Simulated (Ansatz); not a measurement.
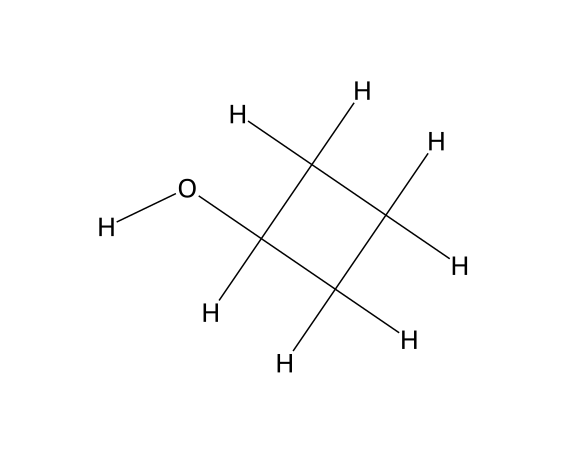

A structural formula.

> Write the SMILES.

OC1CCC1

> Give the formula, hydrogens included.

C4H8O.

The parts below concern this one geometry. Atoms keep their numbers from picture to picture. The computed structure is the end point of a PBE0-D4/def2-TZVP optimisation.

## Geometry

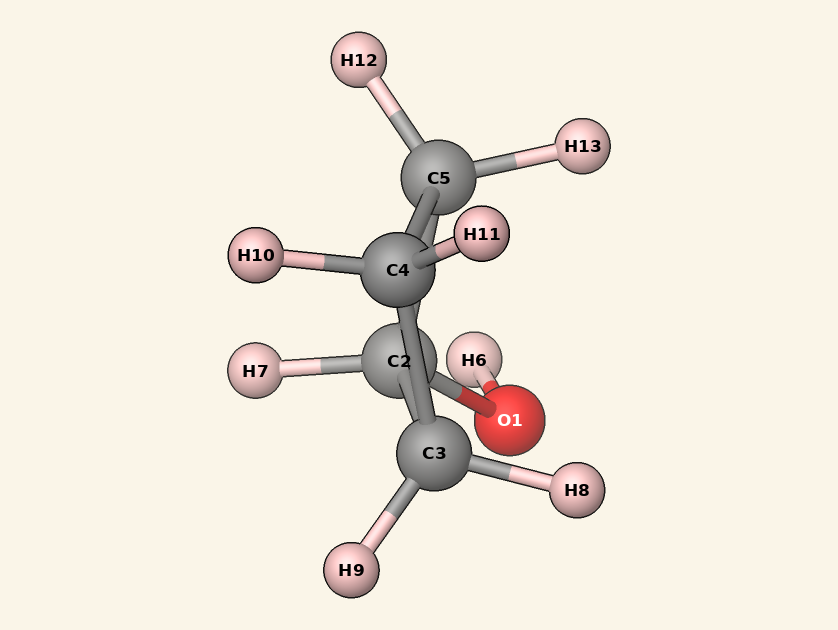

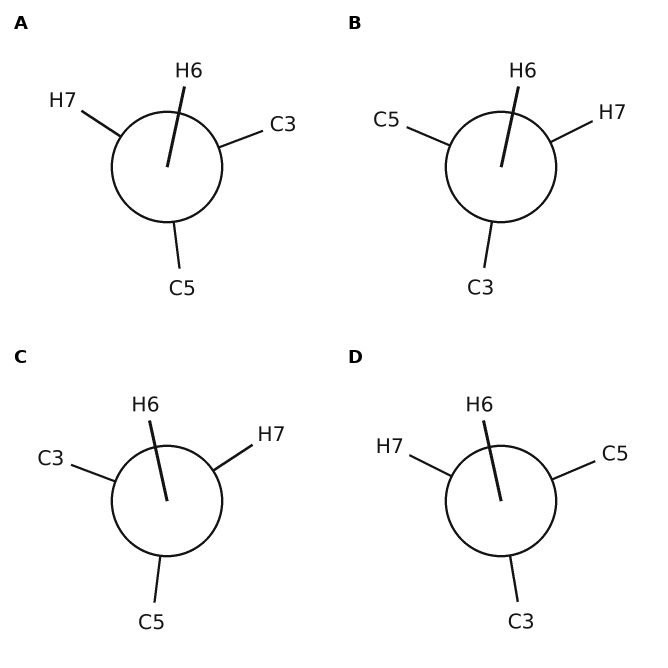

Atoms fade into the background with distance from the viewer. Bonds that would overlap in a projection are set slightly apart.

> Which Newman projection shows the view along O1–C2, with O1 in front?

B. The torsion angle H6–O1–C2–C3 is 177°, antiperiplanar (anti).

## Vibrations

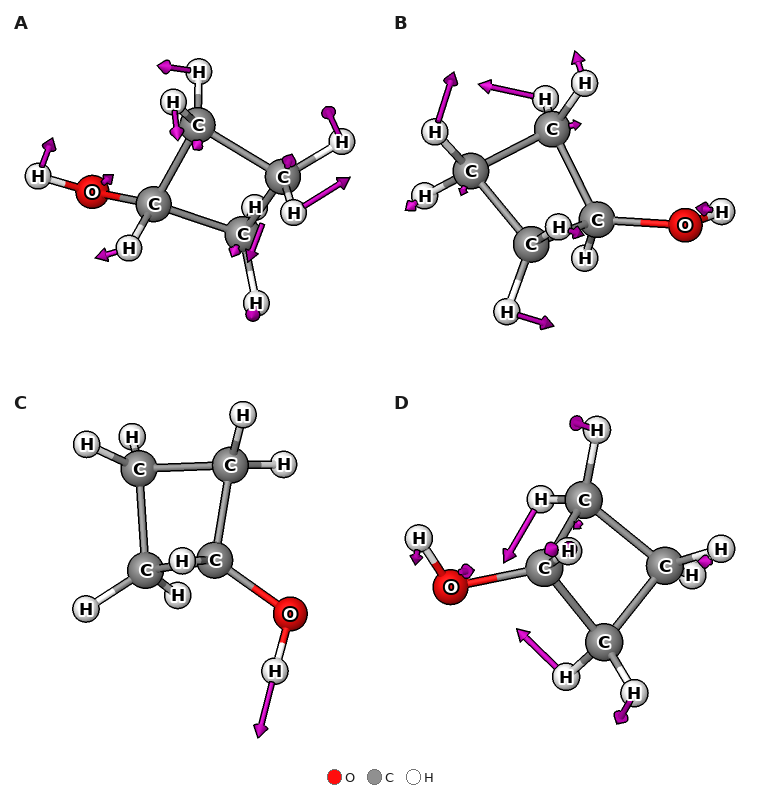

4 normal modes of one molecule or complex, as arrows. Harmonic vibrations computed with RKS PBE0-D4/def2-TZVP (Ansatz 0.2.0) at a stationary point of the same level.

> Match the panels to the wavenumbers 173 cm⁻¹, 464 cm⁻¹, 1187 cm⁻¹, 3863 cm⁻¹.

A: 173 cm⁻¹, a torsion or out-of-plane motion in which bond lengths and bond angles hardly change
B: 1187 cm⁻¹
C: 3863 cm⁻¹, O–H stretching
D: 464 cm⁻¹, angle bending

## Charges

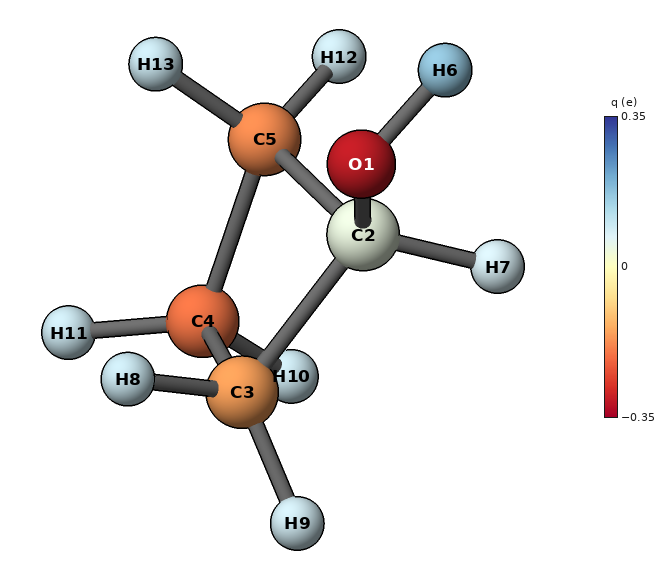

Atoms are coloured by their Mulliken charges. Properties computed with RKS ωB97M-V/def2-TZVPP (Ansatz 0.2.0).

> Which atom carries the highest charge (most positive or least negative)?

H6 (0.17 e).

> And the lowest?

O1 (−0.31 e).

Give the Mulliken charges atom by atom.

```
atom  value (e)
  O1      −0.31
  C2       0.04
  C3      −0.15
  C4      −0.20
  C5      −0.17
  H6       0.17
  H7       0.08
  H8       0.09
  H9       0.09
 H10       0.09
 H11       0.09
 H12       0.09
 H13       0.09
```

## Levels of theory compared

Program: Ansatz 0.2.0.

Tabulate HOMO–LUMO gap (eV) at these levels: B3LYP-D4/def2-TZVPP; B97M-V/def2-TZVPP; CAM-B3LYP-D4/def2-TZVPP; PBE0-D4/def2-SVP; PBE0-D4/def2-TZVPP; r2SCAN0-D4/def2-TZVPP; revPBE-D4/def2-TZVPP; ωB97M-V/def2-SVP; ωB97M-V/def2-TZVPP; ωB97X-V/def2-TZVPP.

| level | HOMO–LUMO gap (eV) |
| --- | --- |
| B3LYP-D4/def2-TZVPP | 8.05 |
| B97M-V/def2-TZVPP | 6.94 |
| CAM-B3LYP-D4/def2-TZVPP | 10.87 |
| PBE0-D4/def2-SVP | 9.11 |
| PBE0-D4/def2-TZVPP | 8.64 |
| r2SCAN0-D4/def2-TZVPP | 9.36 |
| revPBE-D4/def2-TZVPP | 6.21 |
| ωB97M-V/def2-SVP | 13.18 |
| ωB97M-V/def2-TZVPP | 12.47 |
| ωB97X-V/def2-TZVPP | 13.01 |

Mulliken values depend strongly on the basis set and can even reverse the polarity of a bond.
